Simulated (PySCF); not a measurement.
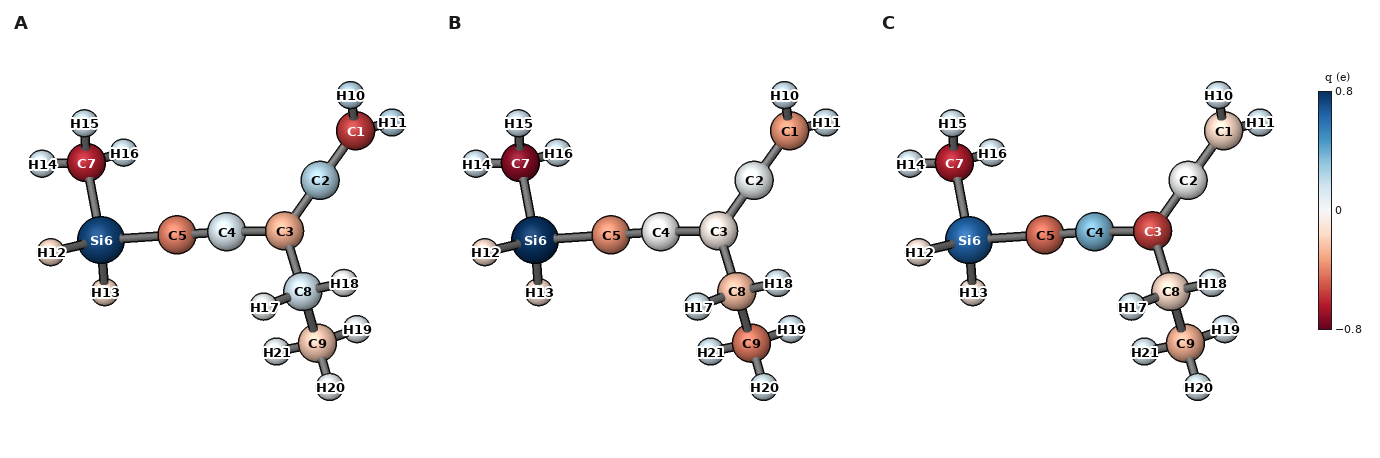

Atomic charges of one calculation by 3 schemes, on one colour scale. The computed structure is the end point of a GFN2-xTB optimisation. No frequency run is at hand to confirm it as a minimum. Computed with PBE0/pcSseg-1 (PySCF 2.14.0).

The schemes are ESP-fitted, IAO, Mulliken. Which panel shows which?

Answer. A ESP-fitted, B IAO, C Mulliken.

List the charges (e), one line for each set of equivalent atoms.

| atom | ESP-fitted | IAO | Mulliken |
| --- | --- | --- | --- |
| C1 | −0.56 | −0.35 | −0.15 |
| C2 | 0.24 | 0.05 | 0.01 |
| C3 | −0.28 | −0.05 | −0.54 |
| C4 | 0.12 | 0.00 | 0.37 |
| C5 | −0.40 | −0.36 | −0.45 |
| Si6 | 0.73 | 0.79 | 0.65 |
| C7 | −0.62 | −0.72 | −0.63 |
| C8 | 0.16 | −0.24 | −0.14 |
| C9 | −0.20 | −0.42 | −0.28 |
| H10 | 0.22 | 0.17 | 0.15 |
| H11 | 0.23 | 0.17 | 0.15 |
| H12 | −0.15 | −0.12 | −0.09 |
| H13 | −0.15 | −0.12 | −0.09 |
| H14 | 0.15 | 0.16 | 0.14 |
| H15 | 0.16 | 0.16 | 0.14 |
| H16 | 0.16 | 0.16 | 0.14 |
| H17 | 0.03 | 0.15 | 0.14 |
| H18 | 0.01 | 0.15 | 0.12 |
| H19 | 0.07 | 0.14 | 0.11 |
| H20 | 0.05 | 0.14 | 0.12 |
| H21 | 0.06 | 0.15 | 0.13 |

The geometry is semi-empirical. Around Si such bond lengths and angles can be off by a tenth of an ångström or more and by several degrees, and values that hang on the shape move with them.
